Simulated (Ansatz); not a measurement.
**Molecular dynamics, with input and output: C₂H₈O₄Si (part 3 of 3)**

Continued. System: C₂H₈O₄Si. Method: RKS r2SCANh-D4/STO-3G (Ansatz 0.2.0). It belongs to a series of runs on one base structure; here: dynamics from the start.

Geometry of the input (Å):
```
Si -0.1693  -0.0935  -0.0953
O  0.2775  -0.5029  1.5005
C  -0.8580  -0.3723  2.3984
H  -1.6924  -1.0634  2.1529
H  -0.5101  -0.6206  3.4172
H  -1.2773  0.6551  2.4269
O  1.2957  -0.0340  -0.9560
C  2.1924  -1.1144  -0.5781
H  1.8442  -2.1121  -0.9224
H  3.1658  -0.9226  -1.0642
H  2.3654  -1.1811  0.5151
O  -0.8892  1.4298  -0.2073
H  -1.7849  1.2325  -0.6404
O  -1.3421  -1.1403  -0.7351
H  -0.9248  -2.0639  -0.7241
```

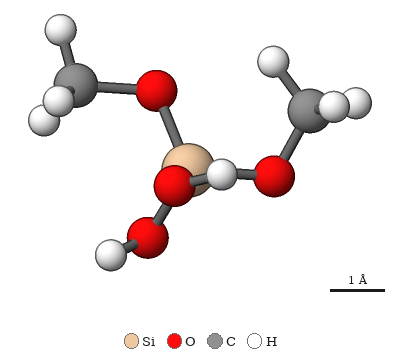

Fig. 1: The geometry at step 87 of the log (ball-and-stick view, seen at a tilt).

Trajectory as extended XYZ, continued:
```
15
Properties=species:S:1:pos:R:3:forces:R:3 step=33 time_fs=8.2 energy=-18035.60684 temperature=223.2
Si   -0.1821   -0.1502   -0.1119    0.7833   2.4338   1.2493
O     0.2594   -0.4842    1.5395    1.2467  -0.4980  -2.1944
C    -0.8497   -0.3558    2.4038    1.0869   1.0857   1.5529
H    -1.7101   -0.9210    2.1467   -1.6402  -1.4435  -0.3836
H    -0.4896   -0.6309    3.4154   -0.3578  -0.2440  -0.0482
H    -1.1747    0.6784    2.4816   -0.4784   1.0038   0.1292
O     1.2830    0.0211   -0.9773    0.7877  -2.0686   0.7531
C     2.2032   -1.1197   -0.5701   -2.6829   0.9674  -1.1856
H     1.9676   -2.1111   -1.0012   -0.3031   0.1733  -0.2783
H     3.1478   -0.8298   -0.9136    2.4198   0.5362  -0.9976
H     2.2851   -1.2551    0.4826   -0.1328  -0.0407   1.8592
O    -0.8526    1.4205   -0.2101    1.4676  -0.3144   0.4770
H    -1.7976    1.3074   -0.4825   -1.2051  -0.3862  -0.3704
O    -1.3489   -1.1332   -0.7309   -0.9055  -1.0191  -0.5115
H    -0.8983   -2.0038   -0.9686   -0.0861  -0.1856  -0.0510
15
Properties=species:S:1:pos:R:3:forces:R:3 step=43 time_fs=10.8 energy=-18035.74559 temperature=305.6
Si   -0.1833   -0.1582   -0.1120    0.8251   2.0965   0.9919
O     0.2629   -0.4817    1.5356    0.6497  -0.4699  -1.4287
C    -0.8502   -0.3407    2.4170   -1.2380   0.2167   0.0823
H    -1.7622   -0.9530    2.1539    0.5275   0.3612   0.0120
H    -0.5320   -0.6763    3.4115    0.1138  -0.0345   0.3893
H    -1.1722    0.7257    2.5016   -0.1361  -0.2572   0.1010
O     1.2853    0.0229   -0.9783    0.6053  -1.8726   0.7116
C     2.1974   -1.1108   -0.5729    0.7610   2.0064   0.0057
H     1.9718   -2.0708   -1.0604   -0.2812  -0.2367  -0.1499
H     3.2334   -0.7964   -0.9134   -1.0066  -0.4333   0.3839
H     2.2306   -1.2555    0.5427   -0.0614   0.0149  -0.7163
O    -0.8349    1.4155   -0.2087   -2.4637  -0.3277  -0.5105
H    -1.8752    1.2929   -0.4569    2.5925  -0.0007   0.5970
O    -1.3565   -1.1388   -0.7332   -0.7113  -1.2427  -0.5695
H    -0.9071   -1.9944   -1.0470   -0.1768   0.1795   0.1003
15
Properties=species:S:1:pos:R:3:forces:R:3 step=54 time_fs=13.5 energy=-18035.73248 temperature=297.8
Si   -0.1827   -0.1618   -0.1098    0.7303   1.7569   0.4570
O     0.2693   -0.4810    1.5254   -0.1785  -0.3279  -0.2682
C    -0.8569   -0.3229    2.4324   -1.5752  -0.6751  -0.3552
H    -1.7900   -0.9675    2.1606    1.3324   1.2264   0.0650
H    -0.5722   -0.7262    3.4278    0.2841   0.4580  -0.0972
H    -1.1788    0.7617    2.5304    0.1425  -0.9629   0.0527
O     1.2904    0.0168   -0.9764    0.1722  -1.1556   0.5584
C     2.1940   -1.0905   -0.5763    1.3185   0.9422   0.2968
H     1.9593   -2.0366   -1.1318    0.0527   0.2156   0.4743
H     3.2719   -0.7844   -0.8928   -1.8568  -0.5281   0.6837
H     2.1681   -1.2558    0.5670    0.2061  -0.0581  -1.6937
O    -0.8239    1.4085   -0.2088   -0.3114  -0.2336   0.0148
H    -1.8160    1.2749   -0.3965    0.2034  -0.0535   0.0109
O    -1.3680   -1.1500   -0.7380   -0.5417  -0.6908  -0.2985
H    -0.9271   -1.9745   -1.1271    0.0216   0.0867   0.0993
15
Properties=species:S:1:pos:R:3:forces:R:3 step=65 time_fs=16.2 energy=-18035.75703 temperature=312.3
Si   -0.1801   -0.1609   -0.1063    0.5890   1.1144  -0.1445
O     0.2751   -0.4819    1.5138   -0.7210  -0.1761   0.6895
C    -0.8715   -0.3089    2.4460    1.3150  -0.9633  -0.1232
H    -1.7394   -0.9074    2.1677   -0.7523  -0.1548  -0.5691
H    -0.5927   -0.7447    3.4384    0.2993   0.6491  -0.4183
H    -1.1781    0.7407    2.5638   -0.0330   0.2677   0.1006
O     1.2961    0.0057   -0.9721   -0.5268   0.0583   0.2501
C     2.1967   -1.0649   -0.5788   -1.6950  -0.8924  -0.9082
H     1.9501   -1.9904   -1.1718    0.3001   0.1716   0.6349
H     3.2025   -0.8032   -0.8306    1.4264   0.5483  -0.2708
H     2.1193   -1.2625    0.4900    0.2692  -0.4791   0.6705
O    -0.8134    1.4007   -0.2089    2.4624   0.1350   0.3909
H    -1.7586    1.2505   -0.3356   -2.8924  -0.2326  -0.4423
O    -1.3820   -1.1643   -0.7441   -0.3085   0.0500   0.1391
H    -0.9451   -1.9489   -1.2008    0.2676  -0.0961   0.0009
15
Properties=species:S:1:pos:R:3:forces:R:3 step=76 time_fs=19.0 energy=-18035.65206 temperature=250.0
Si   -0.1761   -0.1572   -0.1033    0.2178   0.0083  -0.6068
O     0.2777   -0.4835    1.5053   -0.9815  -0.0602   1.3528
C    -0.8790   -0.3003    2.4581    2.2270  -0.4851  -1.1887
H    -1.7359   -0.8544    2.1369   -1.3889  -0.7579  -0.5298
H    -0.5911   -0.7218    3.4259    0.3559   0.0081   0.3078
H    -1.1785    0.7349    2.6034   -0.0091   0.8281  -0.0128
O     1.2994   -0.0051   -0.9666   -1.1897   1.1686  -0.0545
C     2.1913   -1.0437   -0.5860   -0.7501  -1.0511  -0.4758
H     1.9604   -1.9385   -1.1729    0.2346  -0.8428  -0.2254
H     3.2141   -0.7890   -0.7814    1.2723   0.6036  -0.3100
H     2.0889   -1.3017    0.4522    0.2266  -0.4601   1.4285
O    -0.7959    1.3933   -0.2076   -2.8057   0.1723  -0.2464
H    -1.8435    1.2173   -0.2992    2.1554   0.4919   0.1275
O    -1.3972   -1.1787   -0.7497    0.2964   0.1281   0.2216
H    -0.9464   -1.9264   -1.2720    0.1390   0.2482   0.2121
15
Properties=species:S:1:pos:R:3:forces:R:3 step=87 time_fs=21.8 energy=-18035.58615 temperature=210.8
Si   -0.1715   -0.1533   -0.1017   -0.2622  -0.5195  -0.7588
O     0.2759   -0.4854    1.5028   -1.0702   0.0109   1.5732
C    -0.8751   -0.2947    2.4629   -0.3529  -0.2040  -2.2594
H    -1.8100   -0.8426    2.0775    1.1441   0.5686   0.8112
H    -0.5658   -0.6967    3.4310    0.0862  -0.3889   0.2967
H    -1.1766    0.7757    2.6402    0.4114  -0.4905  -0.3996
O     1.2975   -0.0110   -0.9612   -1.3996   1.4982  -0.1912
C     2.1826   -1.0294   -0.5949    2.6861  -1.8066   1.7213
H     1.9889   -1.9388   -1.1854    0.3127  -0.5290  -0.3852
H     3.2987   -0.7368   -0.7525   -1.9926  -0.2661   0.1294
H     2.0765   -1.3672    0.4951    0.3721   0.5158  -1.0184
O    -0.7885    1.3868   -0.2072   -1.9777   0.5195  -0.1376
H    -1.8139    1.2142   -0.2583    1.1834   0.4226  -0.0146
O    -1.4111   -1.1924   -0.7543    0.7764   0.4279   0.4127
H    -0.9370   -1.8885   -1.3294    0.0828   0.2411   0.2203
15
Properties=species:S:1:pos:R:3:forces:R:3 step=98 time_fs=24.5 energy=-18035.56295 temperature=197.2
Si   -0.1677   -0.1507   -0.1020   -0.7712  -0.6371  -0.5861
O     0.2693   -0.4873    1.5072   -0.8560  -0.0207   1.1661
C    -0.8715   -0.2905    2.4555    0.0815  -0.0554  -0.8300
H    -1.8194   -0.8005    2.0679    1.0234   0.2983   0.8518
H    -0.5364   -0.6949    3.4497   -0.4731  -0.0850  -0.7787
H    -1.1480    0.7895    2.6501    0.4044  -0.6179  -0.4633
O     1.2894   -0.0103   -0.9567   -0.9988   1.0484  -0.2376
C     2.1879   -1.0262   -0.5950    1.7530  -2.9068   1.0352
H     2.0397   -1.9703   -1.2202    0.3590   0.8268   0.3106
H     3.2659   -0.6976   -0.7183   -1.0269  -0.1405  -0.0885
H     2.0888   -1.4011    0.4817    0.1741   0.6326  -0.9427
O    -0.7879    1.3828   -0.2073    2.6605   1.0080  -0.0052
H    -1.7329    1.2371   -0.2186   -3.4849  -0.1564  -0.1381
O    -1.4215   -1.2041   -0.7569    1.0119   0.8699   0.7464
H    -0.9207   -1.8353   -1.3727    0.1430  -0.0641  -0.0399
15
Properties=species:S:1:pos:R:3:forces:R:3 step=108 time_fs=27.0 energy=-18035.68653 temperature=270.4
Si   -0.1659   -0.1498   -0.1036   -1.3271  -1.0553  -0.1498
O     0.2600   -0.4892    1.5158   -0.3226  -0.1983   0.3176
C    -0.8673   -0.2869    2.4439    2.1624   0.2206   0.2778
H    -1.7743   -0.7479    2.1073   -1.2941  -0.9452  -0.2074
H    -0.5354   -0.7009    3.4268   -0.4266  -0.0804  -0.4806
H    -1.0982    0.7697    2.6320    0.0266   0.5664  -0.1362
O     1.2782   -0.0056   -0.9536   -0.2765   0.2660  -0.2666
C     2.2011   -1.0376   -0.5900   -1.2285  -1.8325  -0.9828
H     2.1070   -1.9571   -1.2376    0.1007   0.6036   0.1724
H     3.1823   -0.6665   -0.6932    2.1810   0.7797  -0.4178
H     2.1103   -1.3973    0.4209   -0.1969  -0.2546   1.3647
O    -0.7811    1.3828   -0.2076   -1.8035   0.9815  -0.0654
H    -1.8094    1.2555   -0.1901    1.1275   0.1934  -0.0895
O    -1.4270   -1.2114   -0.7565    1.3870   0.7496   0.6036
H    -0.8987   -1.7883   -1.4122   -0.1095   0.0055   0.0601
15
Properties=species:S:1:pos:R:3:forces:R:3 step=119 time_fs=29.8 energy=-18035.71265 temperature=285.9
Si   -0.1672   -0.1514   -0.1056   -1.7483  -0.9727   0.3818
O     0.2485   -0.4921    1.5264    0.3977  -0.5080  -0.8127
C    -0.8521   -0.2818    2.4318    0.3342   0.2167  -0.4100
H    -1.7970   -0.7444    2.1418   -0.6148  -0.3658  -0.3076
H    -0.5593   -0.7157    3.3784    0.1725  -0.3594   0.9458
H    -1.0414    0.7819    2.6028   -0.2281   0.6440   0.1172
O     1.2648    0.0006   -0.9513    0.5983  -0.7298  -0.2706
C     2.2114   -1.0590   -0.5890    0.4887   1.7892  -0.1965
H     2.1868   -1.9117   -1.2519   -0.2406  -0.8891  -0.7700
H     3.2052   -0.5916   -0.6890    0.2301  -0.2215  -0.0004
H     2.1225   -1.4066    0.4340   -0.1797  -0.3101   0.8944
O    -0.7801    1.3872   -0.2080   -2.7342   0.9864   0.0084
H    -1.8372    1.2858   -0.1659    2.2612   0.0953  -0.1401
O    -1.4270   -1.2163   -0.7535    1.6020   0.5878   0.3944
H    -0.8826   -1.7363   -1.4510   -0.3390   0.0368   0.1659
15
Properties=species:S:1:pos:R:3:forces:R:3 step=130 time_fs=32.5 energy=-18035.51702 temperature=169.9
Si   -0.1729   -0.1553   -0.1068   -1.7529  -0.1772   0.6434
O     0.2388   -0.4974    1.5333    0.9613  -0.7731  -1.7026
C    -0.8352   -0.2754    2.4184   -2.3814   0.0339   0.7534
H    -1.8570   -0.7643    2.1554    1.4393   0.8527  -0.0299
H    -0.5756   -0.7497    3.3826    0.1475   0.2849   0.2447
H    -0.9994    0.8309    2.5805   -0.2325  -0.7106   0.1360
O     1.2540    0.0035   -0.9502    1.2791  -1.4722  -0.2017
C     2.2238   -1.0715   -0.5891    1.5688   2.2053   0.9006
H     2.2507   -1.9136   -1.3085   -0.3822  -0.1124   0.1187
H     3.2510   -0.5311   -0.6861   -1.5602  -1.2392   0.3268
H     2.1230   -1.4344    0.4992    0.0773   0.3048  -1.5867
O    -0.7888    1.3959   -0.2086    2.7296   0.5987  -0.1744
H    -1.7453    1.3213   -0.1495   -2.9915  -0.2636   0.1264
O    -1.4199   -1.2184   -0.7485    1.2687   0.6725   0.5838
H    -0.8882   -1.6836   -1.4808   -0.1708  -0.2046  -0.1386
15
Properties=species:S:1:pos:R:3:forces:R:3 step=141 time_fs=35.2 energy=-18035.65727 temperature=252.8
Si   -0.1832   -0.1599   -0.1063   -1.2787   0.1238   0.6978
O     0.2333   -0.5062    1.5328    1.2240  -0.8734  -2.0260
C    -0.8309   -0.2688    2.4098   -1.5858  -0.0754   2.3171
H    -1.8316   -0.7328    2.1632    0.5123   0.4396  -0.3447
H    -0.5817   -0.7638    3.4035   -0.0268   0.8455  -0.7498
H    -0.9748    0.8383    2.5686   -0.2784  -0.6209   0.2323
O     1.2489    0.0000   -0.9500    1.4674  -1.6064  -0.1152
C     2.2440   -1.0715   -0.5852   -0.6825   0.5962  -0.7902
H     2.2872   -1.9232   -1.3561   -0.4408   0.9307   1.1835
H     3.2070   -0.5471   -0.6626    0.4139  -0.1499   0.1588
H     2.1270   -1.4460    0.4705    0.0129   0.0042  -0.8418
O    -0.7895    1.4074   -0.2098   -0.2777   0.3392   0.0215
H    -1.7999    1.3415   -0.1275    0.1995  -0.1753  -0.0580
O    -1.4071   -1.2176   -0.7410    0.8959   0.3627   0.3873
H    -0.9074   -1.6435   -1.5181   -0.1553  -0.1405  -0.0724
```
